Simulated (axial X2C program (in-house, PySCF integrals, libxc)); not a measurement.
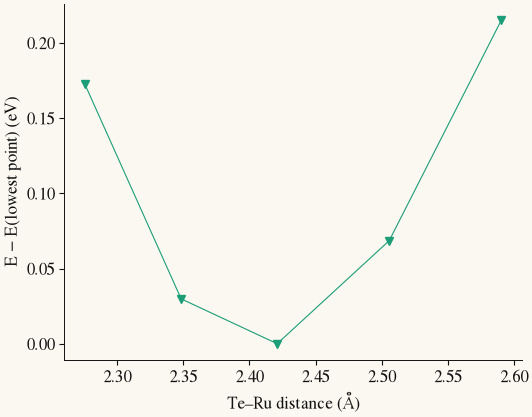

**Figure 1.** Energy at 5 bond lengths, for one set of occupations held fixed; the line joins the points. A polynomial of degree 3 through 5 points gives rₑ = 2.407 Å, ωₑ = 281.2 cm⁻¹ and Bₑ = 0.05094 cm⁻¹. The minimum lies 2.95 eV below Te + Ru, each computed as one determinant at the same level.

**TeRu: relativistic diatomic calculation**

- system: TeRu, single determinant with M_S = 2 and |Λ| = 2.
- method: PBE0, spin-free X2C-1e, Te dyall-cv3z, Ru dyall-cv3z (cores contracted) (axial X2C program (in-house, PySCF integrals, libxc))

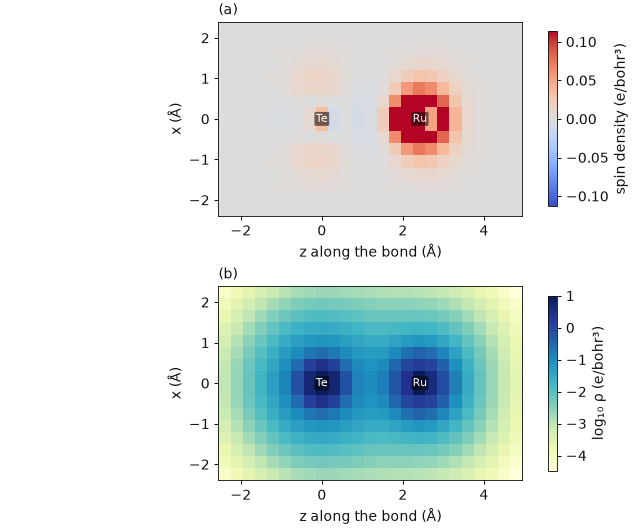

**Figure 2.** (a) spin density; (b) electron density on a logarithmic scale, in a plane that holds the axis, at 2.42 Å, on points 0.3 Å apart (one half computed, the other mirrored); the structure near the nuclei is finer than these points.

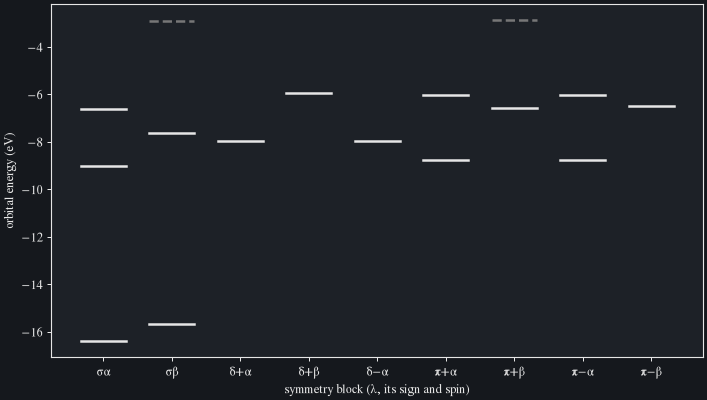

**Figure 3.** Orbital energies near the frontier at 2.42 Å, filled (solid) and empty (dashed); a label such as π−α means λ = −1 and α spin. The highest filled orbital (δ+β; 100 % Ru d) lies at −5.94 eV, the lowest empty one (σβ; 52 % Ru d, 36 % Ru s) at −2.91 eV.

These pictures come from the run below.

### Input file
```
{"zs": [52, 44], "q": 0, "bas": ["dyall-cv3z", "dyall-cv3z"], "levels": ["PBE0", "HF", "r2SCAN0"], "cc": true, "r0": 2.42, "thr": -1.0, "nmax": 90, "npts": 10, "nst": 2, "ntry": 6}
```

The line is the task of a batch: nuclear charges, charge, bases, the levels to run, a first guess of the distance and further settings. This report covers PBE0 without spin-orbit coupling. The log is that of the reference distance 2.421 Å.

Launched within a batch (the task file carries these settings):
```bash
python <driver script> task.json out
```

### Output
```
spin-free X2C-1e  PBE0
basis functions 274  fitting functions 1301  grid points 5804
iter        total energy     max residual
   1     -11323.597661660     2.74e-01
   2     -11323.601432653     3.22e-04
   3     -11323.601426414     4.81e-04
   4     -11323.601433155     1.14e-04
   5     -11323.601433524     2.05e-05
   6     -11323.601433535     3.91e-06
   7     -11323.601433535     3.02e-06
converged
one-electron -16569.03221190  Coulomb 5057.20314602  exact exchange -76.80554849  xc functional -235.07316307  nuclear repulsion 500.10634390
```

### The points of the curve

```
R (Å)    E (hartree)  dipole (D; origin at the first atom, positive when the second is positive)  highest filled (eV)  lowest empty (eV)
2.276  −11323.595097                                                                        3.37                −5.91              −2.96
2.348  −11323.600337                                                                        3.59                −5.92              −2.93
2.421  −11323.601434                                                                        3.79                −5.94              −2.91
2.506  −11323.598915                                                                        4.01                −5.97              −2.95
2.591  −11323.593523                                                                        4.20                −6.00              −3.06
```

### Summary

- outcome: converged
- bond length rₑ: 2.407 Å
- ωₑ: 281.2 cm⁻¹
- energy at the minimum: −11323.60149 hartree
- depth below the fragments: 2.95 eV
- largest ⟨S²⟩ along the curve: 6.03
- hardware: 1 thread of Arm Neoverse V2, 24 GiB of memory available, shared host
- wall time: 5.8 s

### Remarks

Caveats: 5 of the 10 points asked for were kept.
